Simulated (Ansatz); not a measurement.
# H3O+ (oxonium) at 6 levels

We compute a comparison of 6 runs (HF/6-31G, B2PLYP/6-31G, PBE0/3-21G, r2SCAN/6-31G, revPBE/6-31G, UMP2/6-31G) of H3O+ (oxonium). 

The calculation is run with Ansatz 0.2.0.

## (1) The structure to begin with

H3O+ has 4 atoms, charge +1, and is taken as a singlet. As SMILES, `[OH3+]`. The H4–O1 distance was set to 1.223 Å, away from the relaxed value.

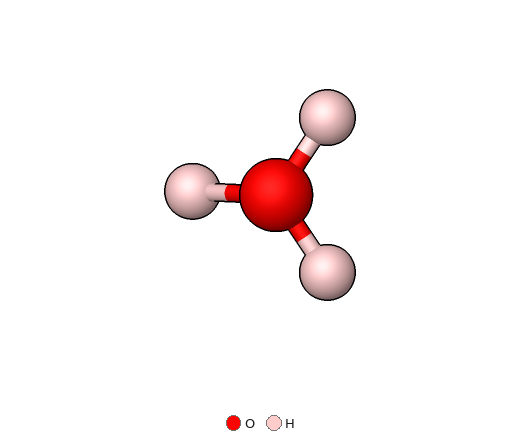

The structure, seen from a chosen angle (oxygen red, hydrogen pink).

## (2) The energy at HF/6-31G (run 1)

Contents of job.yaml:

```yaml
crystal:
  periodic: [false, false, false]
  atoms:
    - {symbol: O, position_ang: [0.225491, 0.052472, -0.267175]}
    - {symbol: H, position_ang: [0.262581, 1.027612, -0.199275]}
    - {symbol: H, position_ang: [-0.365369, -0.259118, -0.981795]}
    - {symbol: H, position_ang: [0.007860, -0.493450, 0.805020]}
basis:
  gaussian: {orbitals: 6-31G}
total_charge: 1
hamiltonian: {xc: hf}
accuracy: high
```

Command:

```sh
$ ansatz run job.yaml --threads 1 --pin off --max-ram 3480MiB --events-out events.jsonl --progress --plain --runs-dir runs
```

What it wrote:

```text
Warning: RAYON_NUM_THREADS=1 ignored (pool sized by the plan → 1); use --threads N
Functional definition: HF
  name "HF"
  exchange = exact_x
  correlation = 0
283 factors; integrals over basis functions are off by at most 3.6e-9 eV
mean field evaluation 1: about -2068.7828 eV, gradient 5.7e1 eV
mean field evaluation 2: about -2068.7823 eV, gradient 5.7e1 eV
mean field evaluation 4: about -2074.4097 eV, gradient 1.4e0 eV
mean field evaluation 8: about -2074.4199 eV, gradient 3.4e-3 eV
mean field -2074.41988444 eV, -76.2335246608 hartree, gradient 1.5e-8 eV, S^2 0.000000; 0 other end points of the search recorded, 0 dependent functions left out
reference -2074.41988444 eV, -76.2335246608 hartree; 5, 5 occupied and 10, 10 virtual orbitals, 283 factors
Total energy: -2074.41988444 eV, -76.2335246608 hartree
```

Wall time 0.06 s (1 thread of Arm Neoverse V2, shared host).

## (3) A single-point energy at B2PLYP/6-31G (run 2)

Contents of run.yaml:

```yaml
crystal:
  periodic: [false, false, false]
  atoms:
    - symbol: O
      position_ang: [0.225491, 0.052472, -0.267175]
    - symbol: H
      position_ang: [0.262581, 1.027612, -0.199275]
    - symbol: H
      position_ang: [-0.365369, -0.259118, -0.981795]
    - symbol: H
      position_ang: [0.007860, -0.493450, 0.805020]
basis:
  gaussian: {orbitals: 6-31G}
total_charge: 1
hamiltonian: {xc: {name: B2PLYP}}
correlation: {frozen_orbitals: {H: 0, O: 1}}
accuracy: high
```

Command:

```sh
$ ansatz run run.yaml --threads 1 --pin off --max-ram 3480MiB --events-out events.jsonl --progress --plain --runs-dir runs
```

What it wrote, cut to the lines that bear on the results:

```text
Warning: RAYON_NUM_THREADS=1 ignored (pool sized by the plan → 1); use --threads N
Functional definition: B2PLYP
  name "B2PLYP"
[...]
283 factors; integrals over basis functions are off by at most 3.6e-9 eV
[...]
mean field -2081.81792429 eV, -76.5053976109 hartree, gradient 7.9e-8 eV, S^2 0.000000; 0 other end points of the search recorded, 0 dependent functions left out
1 core orbitals not correlated: weight in the atoms' cores, before any rotation towards them, 1.000 or more for the frozen orbitals, at most 0.000 for the correlated occupied ones
reference -2081.81793601 eV, -76.5053980415 hartree; 4, 4 occupied and 10, 10 virtual orbitals, 283 factors
second order -4.60608262 eV of doubles, -0.00000000 eV of singles
Total energy: -2083.06157832 eV, -76.5511010533 hartree
```

Run time: 0.56 s. Hardware: 1 thread of Arm Neoverse V2, shared host.

Runs 3 to 5 aren't shown in full; the table further down has their settings and results.

## (4) A single-point energy at UMP2/6-31G (run 6)

Contents of molecule.yaml:

```yaml
crystal:
  periodic: [false, false, false]
  atoms:
    - {symbol: O, position_ang: [0.225491, 0.052472, -0.267175]}
    - {symbol: H, position_ang: [0.262581, 1.027612, -0.199275]}
    - {symbol: H, position_ang: [-0.365369, -0.259118, -0.981795]}
    - {symbol: H, position_ang: [0.007860, -0.493450, 0.805020]}
basis:
  gaussian:
    orbitals: 6-31G
total_charge: 1
magnetization:
  spin_polarized: true
correlation:
  method: mp2
  frozen_orbitals: {H: 0, O: 1}
accuracy: high
```

Command:

```sh
$ ansatz run molecule.yaml --threads 1 --pin off --max-ram 3480MiB --events-out events.jsonl --progress --plain --runs-dir runs
```

What it wrote:

```text
Warning: RAYON_NUM_THREADS=1 ignored (pool sized by the plan → 1); use --threads N
Functional definition: HF
  name "HF"
  exchange = exact_x
  correlation = 0
283 factors; integrals over basis functions are off by at most 3.6e-9 eV
mean field evaluation 1: about -2068.7828 eV, gradient 4.0e1 eV
mean field evaluation 2: about -2068.7823 eV, gradient 4.0e1 eV
mean field evaluation 4: about -2074.4097 eV, gradient 1.0e0 eV
mean field evaluation 8: about -2074.4199 eV, gradient 2.4e-3 eV
mean field -2074.41988444 eV, -76.2335246608 hartree, gradient 1.0e-8 eV, S^2 0.000000; 0 other end points of the search recorded, 0 dependent functions left out
1 core orbitals not correlated: weight in the atoms' cores, before any rotation towards them, 1.000 or more for the frozen orbitals, at most 0.000 for the correlated occupied ones
reference -2074.41988444 eV, -76.2335246608 hartree; 4, 4 occupied and 10, 10 virtual orbitals, 283 factors
second order -3.73381365 eV of doubles, -0.00000000 eV of singles
Total energy: -2078.15369809 eV, -76.3707397815 hartree
```

Wall time 0.06 s (1 thread of Arm Neoverse V2, shared host).

## (5) All runs side by side

```csv
run,level,frozen core orbitals,energy (Eh),wall time
1,HF/6-31G,–,-76.233525,0.06 s
2,B2PLYP/6-31G,1,-76.551101,0.56 s
3,PBE0/3-21G,–,-76.171029,0.38 s
4,r2SCAN/6-31G,–,-76.602459,1 s
5,revPBE/6-31G,–,-76.623790,0.4 s
6,UMP2/6-31G,1,-76.370740,0.06 s
```

## (6) Summary of results

```
                                         quantity         value
                              run 6: total energy  -76.37074 Eh
run 6: correlation energy (1 core orbital frozen)    -137.2 mEh
```

Totals of different functionals can't be ranked against each other. All runs together took 2.5 s, the longest 1 s.
